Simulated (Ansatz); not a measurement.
Cost and result by functional for the surface energy of the (30-32) surface of hcp Sc in its 1x1 cell, outermost plane spacing 0.90 Å in the ideal cut, in Ansatz (plane waves, PAW). Single points on the PBE structure, on one kind of machine; costs are rough ratios of the slab run's core time (references not counted) to the cheapest single point. r2SCAN's cost holds its higher cutoff (500 against 420 eV). Differences are taken against r2SCAN for comparison alone: no measured value is at hand, so the table doesn't rank accuracy.

Model: 24-atom slab, 9.9 Å thick at the start (thin: gaps and levels are the slab's own), 11x3x1 mesh, Fermi-Dirac 0.1 eV, dipole correction, all atoms relaxed; held to the start's symmetry, so lower structures may exist; no spin, no spin-orbit, no U. These notes are the PBE run's.

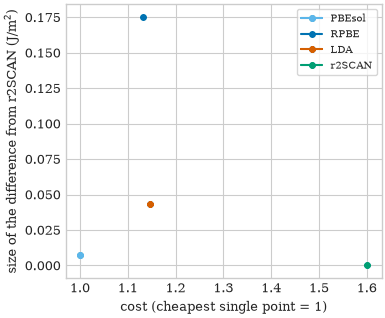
Difference from r2SCAN against cost

```tsv
functional	relative cost	surface energy (J/m²)	less r2SCAN (J/m²)
PBEsol	1	1.33	0.01
RPBE	1	1.15	-0.18
LDA	1	1.37	0.04
r2SCAN	2	1.32	0.00
PBE (the relaxed run's value)	–	1.23	-0.09
```

The values span 0.22 J/m², while the single points' costs differ by a factor of roughly 2. Differences are of unrounded values.

Ansatz is a program for electronic structure.
